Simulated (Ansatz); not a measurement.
**BH2O (SMILES [BH]O) at UCCSD/STO-3G**

What is the energy change on altering one bond length of BH2O at UCCSD/STO-3G? 

Program for the calculation: Ansatz 0.2.0.

58 further runs of the same task are left out: 58 set aside as unsound or not needed.

## 1. Starting point

BH2O: 4 atoms, total charge 0, spin state doublet. SMILES: `[BH]O`. Geometry: relaxed at PBE0-D4/def2-TZVP.

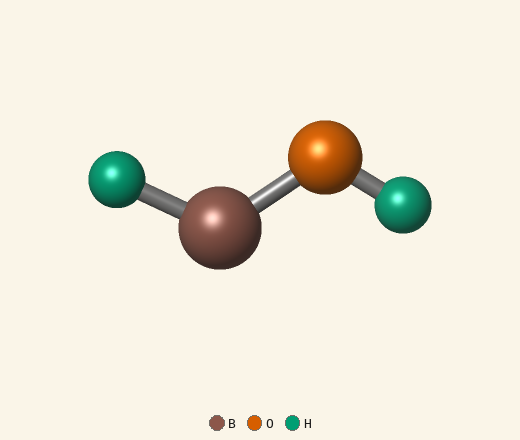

The structure, seen from a chosen angle (boron brown, oxygen orange, hydrogen teal).

## 2. A single-point energy at UCCSD/STO-3G

input.yaml reads:

```yaml
crystal:
  periodic: [false, false, false]
  atoms:
    - {symbol: B, position_ang: [-0.006100, -0.485500, 0.388300]}
    - {symbol: O, position_ang: [0.119700, 0.544500, -0.448600]}
    - {symbol: H, position_ang: [-1.064200, -1.032400, 0.540300]}
    - {symbol: H, position_ang: [1.006100, 0.913200, -0.500300]}
basis:
  gaussian:
    orbitals: STO-3G
magnetization:
  spin_polarized: true
  initial_magnetization: 1
correlation:
  method: ccsd
  frozen_orbitals: {B: 1, H: 0, O: 1}
accuracy: high
scf:
  omitted_lower_state_checks: [cluster_reference, increment]
```

Command:

```sh
$ ansatz run input.yaml --threads 1 --pin off --max-ram 2610MiB --events-out events.jsonl --progress --plain --runs-dir runs
```

Log, cut to the lines that bear on the results:

```text
Warning: RAYON_NUM_THREADS=1 ignored (pool sized by the plan → 1); use --threads N
Functional definition: HF
  name "HF"
[...]
187 factors; integrals over basis functions are off by at most 2.2e-8 eV
[...]
mean field -2702.78526141 eV, -99.3255263430 hartree, gradient 2.7e-8 eV, S^2 0.754391; 0 other end points of the search recorded, 0 dependent functions left out
2 core orbitals not correlated: weight in the atoms' cores, before any rotation towards them, 1.000 or more for the frozen orbitals, at most 0.000 for the correlated occupied ones
reference -2702.78526141 eV, -99.3255263430 hartree; 6, 5 occupied and 4, 5 virtual orbitals, 187 factors
second order -1.93963843 eV of doubles, -0.00000000 eV of singles
cycle   1  -2.19451554 eV  change   -2.5e-1 eV  update   7.8e-2
[...]
cycle  22  -2.46786551 eV  change   5.2e-10 eV  update  7.3e-10
Total energy: -2705.25312692 eV, -99.4162187279 hartree
Checks for a lower state left out: cluster_reference, increment
```

It took 0.1 s on 1 thread of Arm Neoverse V2, shared host.

## 3. The distorted shape at the same level

molecule.yaml reads:

```yaml
crystal:
  periodic: [false, false, false]
  atoms:
    - {symbol: B, position_ang: [0.258402, -0.348787, 0.350303]}
    - {symbol: O, position_ang: [0.384202, 0.681213, -0.486597]}
    - {symbol: H, position_ang: [-1.064200, -1.032400, 0.540300]}
    - {symbol: H, position_ang: [1.270602, 1.049913, -0.538297]}
basis:
  gaussian:
    orbitals: STO-3G
correlation:
  method: ccsd
  frozen_orbitals: {B: 1, H: 0, O: 1}
accuracy: high
scf:
  omitted_lower_state_checks: [cluster_reference, increment]
magnetization:
  spin_polarized: true
  initial_magnetization: 1
```

Command:

```sh
$ ansatz run molecule.yaml --threads 1 --pin off --max-ram 2610MiB --events-out events.jsonl --progress --plain --runs-dir runs
```

Log, cut to the lines that bear on the results:

```text
Warning: RAYON_NUM_THREADS=1 ignored (pool sized by the plan → 1); use --threads N
[... 2 set-up lines as earlier in the session ...]
[...]
187 factors; integrals over basis functions are off by at most 2.7e-8 eV
[...]
mean field -2701.53916617 eV, -99.2797331876 hartree, gradient 2.6e-8 eV, S^2 0.756039; 0 other end points of the search recorded, 0 dependent functions left out
2 core orbitals not correlated: weight in the atoms' cores, before any rotation towards them, 1.000 or more for the frozen orbitals, at most 0.000 for the correlated occupied ones
reference -2701.53916617 eV, -99.2797331876 hartree; 6, 5 occupied and 4, 5 virtual orbitals, 187 factors
second order -2.11172112 eV of doubles, -0.00000000 eV of singles
cycle   1  -2.43671065 eV  change   -3.2e-1 eV  update   8.5e-2
[...]
cycle  24  -2.77991610 eV  change  -1.2e-10 eV  update  4.6e-10
Total energy: -2704.31908227 eV, -99.3818932201 hartree
Checks for a lower state left out: cluster_reference, increment
```

It took 0.1 s on 1 thread of Arm Neoverse V2, shared host.

## 4. Results

At UCCSD/STO-3G, 2 core orbitals frozen:

```
                                                         quantity         value
                                        first shape: total energy  -99.41622 Eh
         first shape: correlation energy (2 core orbitals frozen)     -90.7 mEh
                   first shape: ⟨S²⟩ of the reference determinant         0.754
                                       first shape: T1 diagnostic         0.022
                                    distorted shape: total energy  -99.38189 Eh
     distorted shape: correlation energy (2 core orbitals frozen)    -102.2 mEh
               distorted shape: ⟨S²⟩ of the reference determinant         0.756
                                   distorted shape: T1 diagnostic         0.023
energy change with the B1–H3 bond stretched from 1.201 to 1.501 Å      0.934 eV
```

**Reading.** With the B1–H3 bond stretched from 1.201 to 1.501 Å the energy rises by 0.93 eV (21.5 kcal/mol). The first shape isn't relaxed at this level, so the change isn't measured from a minimum. The minimal basis adds a large error of its own.
